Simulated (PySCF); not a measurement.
# PbCl4 (SMILES [Cl][Pb]([Cl])([Cl])[Cl]) at 6 levels

We compute a comparison of 6 runs (HF/def2-SVP, PBE0/def2-SVP, PBE/def2-SVPD, PBE0/def2-TZVP, wB97X/def2-TZVP, CCSD/def2-SVP) of PbCl4. The job is set up through a Python script.

Program for the calculation: PySCF 2.14.0.

## Step 1: Starting point

The species is PbCl4 (5 atoms), meant as a singlet with charge 0. As SMILES, `[Cl][Pb]([Cl])([Cl])[Cl]`. The shape comes from GFN2-xTB, which is rough for such elements, and wasn't checked as a minimum.

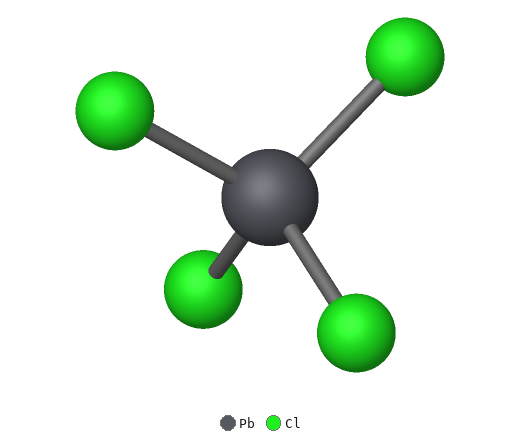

The structure, seen from a chosen angle (lead dark grey, chlorine green).

## Step 2: Energy and gradient at HF/def2-SVP (core potential) (run 1)

The input, calc.py:

```python
# PbCl4
import pyscf.grad
from pyscf import gto, scf

mol = gto.M(
    atom='''
Pb    -0.001600    -0.000330     0.000290
Cl     0.013960    -0.019180     2.482660
Cl     2.338210     0.011780    -0.835660
Cl    -1.179020     2.029990    -0.809520
Cl    -1.171540    -2.022260    -0.837770
''',
    verbose=4,
    spin=0,
    max_memory=1860,
    ecp={'Pb': 'def2-svp'},
    basis='def2-svp',
)

mf = scf.RHF(mol)
mf.conv_tol = 1e-10
mf.kernel()
if not mf.converged:
    mf = mf.newton().run(mf.mo_coeff, mf.mo_occ)

e_tot = mf.e_tot
print(f'total energy: {e_tot:.8f} hartree')
grad = mf.Gradients().kernel()
dip = mf.dip_moment()
pop, q = mf.mulliken_pop()
```

On the command line:

```bash
$ OMP_NUM_THREADS=1 python calc.py
```

Log:

```text
PySCF version 2.14.0

[... 59 lines left out ...]
converged SCF energy = -2029.34620099049
total energy: -2029.34620099 hartree
[... 11 lines left out ...]
Dipole moment(X, Y, Z, Debye): -0.02068, -0.00520,  0.00426
[... 104 lines left out ...]
charge of    4Cl =     -0.29567
```

Wall time 16 s (1 thread of Intel Xeon at 2.70GHz, shared host); peak memory 0.21 GiB.

## Step 3: Energy and forces at PBE0/def2-SVP (core potential) (run 2)

The input, input.py:

```python
import pyscf.grad
from pyscf import gto, dft

mol = gto.M(
    atom='''
Pb    -0.003024    -0.000624     0.000548
Cl     0.026381    -0.036245     4.691547
Cl     4.418577     0.022261    -1.579169
Cl    -2.228025     3.836125    -1.529771
Cl    -2.213890    -3.821518    -1.583156
''',
    verbose=4,
    unit='bohr',
    basis='def2-svp',
    max_memory=1860,
    ecp={'Pb': 'def2-svp'},
    spin=0,
    charge=0,
)

myscf = dft.RKS(mol)
myscf.xc = 'pbe0'
myscf.conv_tol = 1e-10
myscf.grids.level = 5
myscf.kernel()
if not myscf.converged:
    myscf = myscf.newton().run(myscf.mo_coeff, myscf.mo_occ)

etot = myscf.e_tot
print('Final energy', etot)
grad = myscf.Gradients().kernel()
myscf.analyze()
```

On the command line:

```bash
$ OMP_NUM_THREADS=1 python input.py
```

Log:

```text
PySCF version 2.14.0

[... 73 lines left out ...]
Final energy -2032.5942436314663
[... 27 lines left out ...]
MO #7   energy= -9.55797536056255  occ= 2
[... 12 lines left out ...]
MO #20  energy= -7.28953526271191  occ= 2
[... 12 lines left out ...]
MO #33  energy= -0.835444639851641 occ= 2
[... 12 lines left out ...]
MO #46  energy= -0.203964896921569 occ= 0
[... 12 lines left out ...]
MO #59  energy= 0.580981118506076  occ= 0
[... 12 lines left out ...]
MO #72  energy= 0.767129037289874  occ= 0
[... 12 lines left out ...]
MO #85  energy= 0.885107023377866  occ= 0
[... 12 lines left out ...]
MO #98  energy= 56.0981149973284   occ= 0
[... 106 lines left out ...]
Dipole moment(X, Y, Z, Debye): -0.01678, -0.00431,  0.00351
```

Run time: 42 s. Hardware: 1 thread of Intel Xeon at 2.70GHz, shared host; peak memory 0.97 GiB.

Runs 3 to 5 aren't shown in full; the table further down has their settings and results.

## Step 4: The energy at CCSD/def2-SVP (core potential) (run 6)

The input, input.py:

```python
from pyscf import gto, scf, cc

mol = gto.Mole()
mol.atom = [
    ('Pb', (-0.001600, -0.000330, 0.000290)),
    ('Cl', (0.013960, -0.019180, 2.482660)),
    ('Cl', (2.338210, 0.011780, -0.835660)),
    ('Cl', (-1.179020, 2.029990, -0.809520)),
    ('Cl', (-1.171540, -2.022260, -0.837770)),
]
mol.max_memory = 1860
mol.verbose = 4
mol.basis = 'def2-svp'
mol.charge = 0
mol.ecp = {'Pb': 'def2-svp'}
mol.spin = 0
mol.build()

mf = scf.RHF(mol)
mf.conv_tol = 1e-10
mf.kernel()
if not mf.converged:
    mf = mf.newton().run(mf.mo_coeff, mf.mo_occ)

mycc = cc.CCSD(mf, frozen=24)
mycc.kernel()
etot = mycc.e_tot
print('E(%s) = %.9f' % ('CCSD', etot))
dip = mf.dip_moment()
pop, q = mf.mulliken_pop()
```

On the command line:

```bash
$ OMP_NUM_THREADS=1 python input.py
```

Log:

```text
PySCF version 2.14.0

[... 59 lines left out ...]
converged SCF energy = -2029.34620099049
[... 12 lines left out ...]
Init t2, MP2 energy = -2029.97950187468  E_corr(MP2) -0.633300884187545
[... 12 lines left out ...]
CCSD converged
[... 2 lines left out ...]
Dipole moment(X, Y, Z, Debye): -0.02068, -0.00520,  0.00426
[... 104 lines left out ...]
charge of    4Cl =     -0.29567
```

Wall time 25 s (1 thread of Intel Xeon at 2.70GHz, shared host); peak memory 0.5 GiB.

## Step 5: Overview of the runs

| run | level | integration grid | task | energy (Eh) | dipole moment (D) of the reference | HOMO energy (eV) | LUMO energy (eV) | wall time |
| --- | --- | --- | --- | --- | --- | --- | --- | --- |
| 1 | HF/def2-SVP (core potential) | – | gradient | -2029.346201 | 0.02 | -12.93 | -2.39 | 16 s |
| 2 | PBE0/def2-SVP (core potential) | 5 | gradient | -2032.594244 | 0.02 | -9.57 | -5.55 | 42 s |
| 3 | PBE/def2-SVPD (core potential) | 5 | gradient | -2032.513551 | 0.02 | -8.40 | -6.46 | 89 s |
| 4 | PBE0/def2-TZVP (core potential) | 5 | gradient | -2033.236929 | 0.02 | -9.77 | -5.67 | 3 min |
| 5 | wB97X/def2-TZVP (core potential) | 5 | gradient | -2033.864089 | 0.02 | -12.26 | -3.87 | 7.1 min |
| 6 | CCSD/def2-SVP (core potential) | – | energy | -2030.027523 | 0.02 | -12.93 | -2.39 | 25 s |

## Step 6: Outcome

| quantity | value |
| --- | --- |
| run 6: total energy | -2030.02752 Eh |
| run 6: dipole moment (Hartree–Fock density) | 0.02 D |
| run 6: HOMO energy (Hartree–Fock orbitals) | -12.93 eV |
| run 6: LUMO energy (Hartree–Fock orbitals) | -2.39 eV |
| run 6: HOMO–LUMO gap (Hartree–Fock orbitals) | 10.54 eV |
| run 6: correlation energy (24 core orbitals frozen) | -681.3 mEh |
| run 6: T1 diagnostic | 0.010 |

In words: Over runs 1, 2, 3, 4, 5 the HOMO–LUMO gap runs from 1.94 eV (PBE/def2-SVPD) to 10.54 eV (HF/def2-SVP). The two ends differ in method and basis. Totals of different functionals can't be ranked against each other. All runs together took 13 min, the longest 7.1 min.
